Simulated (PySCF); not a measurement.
BrClH3Si, charge −1, SMILES `[Br-].[SiH3]Cl`.

Computed with PySCF, r2SCAN/def2-SVPD, geometry: GFN2-xTB. GFN2-xTB bond lengths at metals and heavier atoms can be off by up to 0.1 Å and shapes distorted, which carries into these values.

Coordinates in Å:

```
Br1     -1.4322    0.1631    0.0000
Si2      0.8740   -0.9821    0.0000
Cl3      2.0490    0.7312   -0.0001
H4       2.0088   -2.0023   -0.0000
H5       0.5248   -1.1946   -1.4076
H6       0.5254   -1.1933    1.4083
```

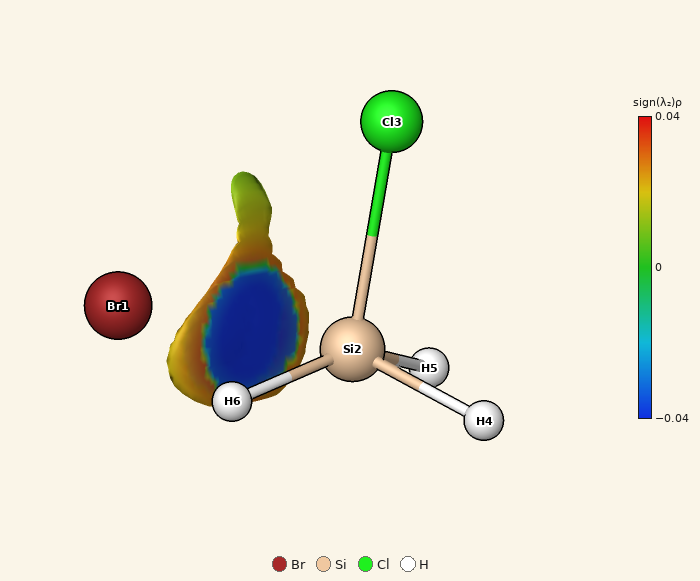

Non-covalent interaction surfaces between the fragments (reduced density gradient s = 0.5, coloured by sign(λ₂)ρ in a.u.; trimmed to the region between the fragments where ρ is under 0.06 a.u.). Fragment A: Br(−1) (atom 1); fragment B: SiH3Cl.

**Interpret the surfaces between the fragments.**

Bond critical points between the fragments: Br1···Si2, 2.58 Å, ρ = 0.048 a.u. It appears blue (attractive, sign(λ₂)ρ well below zero). The pose is a local one from a semi-empirical search, not shown to be the most stable. With a charged fragment, long-range electrostatics, which these surfaces don't show, weighs heavily in the interaction energy.

**How strongly are they bound?**

The counterpoise-corrected interaction energy of the frozen fragments is −20.8 kcal/mol without dispersion correction and −21.3 kcal/mol with D3(BJ). The pair geometry is semi-empirical, not a minimum at this level.
